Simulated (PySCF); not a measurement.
**Run report: C$_{3}$H$_{5}$O$_{2}$, EPR calculation**

The run: EPR calculation of C$_{3}$H$_{5}$O$_{2}$, multiplicity 2. Method and program: UKS B3LYP, pcH-1 on C H O, non-relativistic, mean-field spin-orbit, GIAO (PySCF 2.14.0).

It belongs to a series of runs on one base structure; here: X = H replaced by OC2H5.

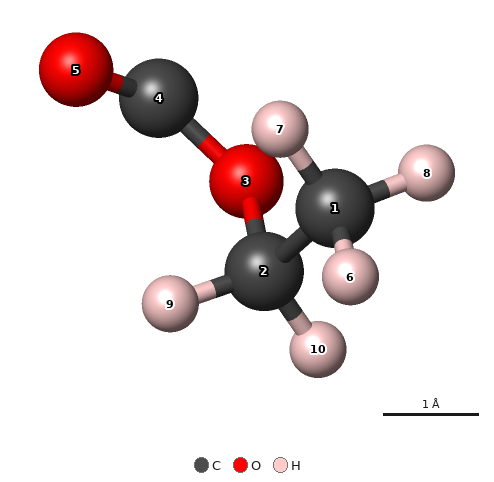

The structure (ball-and-stick view, seen at a tilt; atoms are numbered from 1 in the order of the input). Bond lengths as drawn: C–C 1.51 Å, C–H 1.09 Å and C–O 1.20 to 1.48 Å.

**Summary**

```json
{"quantity": "outcome", "value": "converged"}
{"quantity": "total energy", "value": "−267.737457 hartree"}
{"quantity": "⟨S²⟩", "value": "0.753"}
{"quantity": "isotropic g", "value": "2.0012"}
{"quantity": "hardware", "value": "1 CPU thread, shared host"}
{"quantity": "wall time", "value": "17 s"}
{"quantity": "peak memory", "value": "0.69 GiB"}
```

**Input**
```
{"job": {"kind": "epr", "basis": "pcH-1"}, "charge": 0, "multiplicity": 2}
C     -1.049662    -0.468365    -0.018157
C     -0.109974     0.703732    -0.209777
O      1.176947     0.248118    -0.780502
C      2.058722    -0.288365    -0.035717
O      2.165233    -0.545150     1.129205
H     -2.002434    -0.111829     0.365338
H     -0.629573    -1.175823     0.693656
H     -1.218080    -0.977566    -0.964116
H      0.104768     1.201419     0.738559
H     -0.487065     1.418485    -0.941016
```

The first line tells a small driver script what to run in PySCF; the rest is the geometry in Å.

Launch command:
```bash
OMP_NUM_THREADS=1 python <driver script> task.json out
```

**What the program printed**
```
UKS, coarse grid
  cycle   1  E = -267.59744690  |g| = 6.22e-01
  cycle   2  E = -267.10463223  |g| = 1.30e+00
  cycle   3  E = -267.71358415  |g| = 2.51e-01
  cycle   4  E = -267.73539664  |g| = 7.81e-02
  cycle   5  E = -267.73724868  |g| = 2.03e-02
  cycle   6  E = -267.73741685  |g| = 5.84e-03
  cycle   7  E = -267.73743238  |g| = 1.11e-03
  cycle   8  E = -267.73743279  |g| = 4.39e-04
UKS, final grid
  cycle   1  E = -267.73745676  |g| = 5.11e-04
  cycle   2  E = -267.73745651  |g| = 9.93e-04
  cycle   3  E = -267.73745685  |g| = 1.72e-04
  cycle   4  E = -267.73745686  |g| = 2.48e-05
  cycle   5  E = -267.73745686  |g| = 1.78e-05
E = -267.73745686 Eh   <S^2> = 0.7529 (exact 0.7500)
g shifts (ppm)      1          2          3
  rmc          -239       -239       -239
  gc             51         16       -114
  oz_so       -4162       -388       2012
  total       -4350       -611       1659
hyperfine (MHz)  atom isotope    a_iso     a_fc   dipolar eigenvalues
    0   13C      -1.56      -1.56     -0.71     -0.59      1.31
    1   13C      37.45      37.45     -9.32     -8.67     17.99
    2   17O    -270.33    -270.33    -15.82      6.56      9.26
    3   13C     583.56     583.56    -51.93    -44.21     96.14
    4   17O     -59.38     -59.38    -96.87     44.59     52.28
    5    1H      13.36      13.36     -1.19     -0.96      2.15
    6    1H       3.43       3.43     -2.48     -1.38      3.86
    7    1H       1.68       1.68     -1.67     -1.31      2.99
    8    1H      -5.36      -5.36     -5.88      1.08      4.80
    9    1H      -2.04      -2.04     -5.15     -1.18      6.33
```

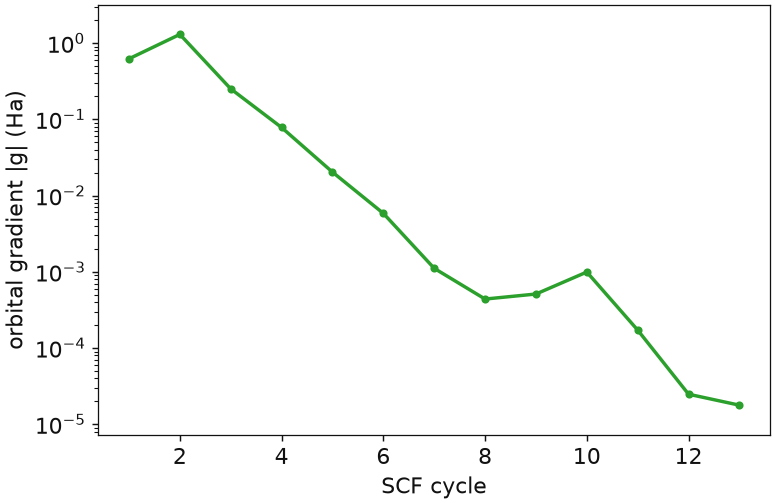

Convergence of the self-consistent field: orbital gradient |g| against the SCF cycle. All cycles printed in the log are drawn one after another.

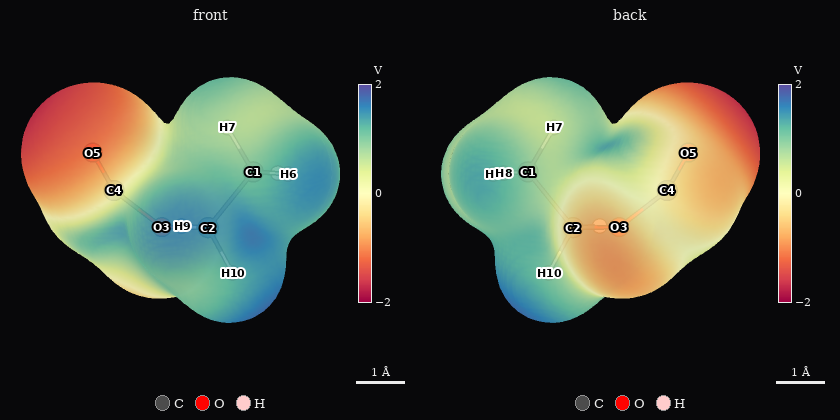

The molecular electrostatic potential painted on the density surface at 0.004 e/bohr³, seen at a tilt and from behind; the colour scale runs from red (negative) to blue (positive).

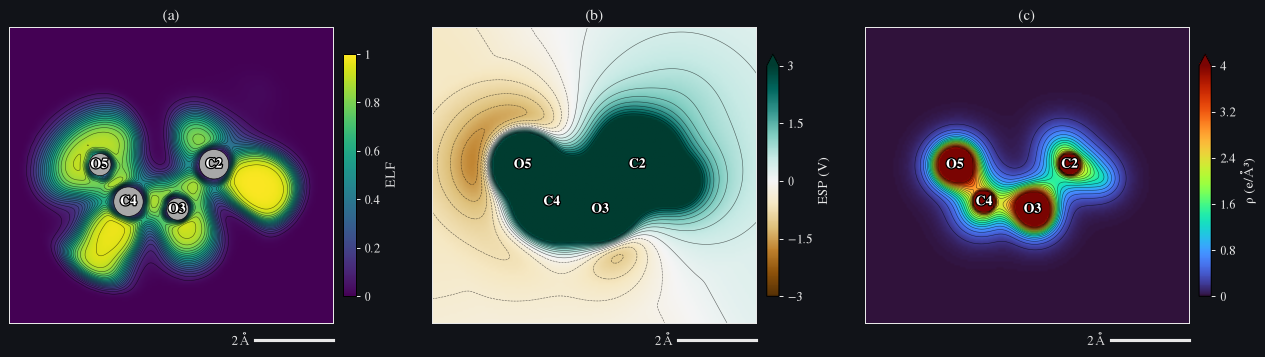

(a) ELF; (b) electrostatic potential; (c) total electron density on the plane of atoms C2, O3 and C4. Grey discs, where drawn, cover atomic cores. Atoms in the plane: C and O. C–O (1.27 Å): ρ at the midpoint is about 2.8 e/Å³; the ELF peaks at about 0.85 between the atoms, which marks a polar covalent bond.
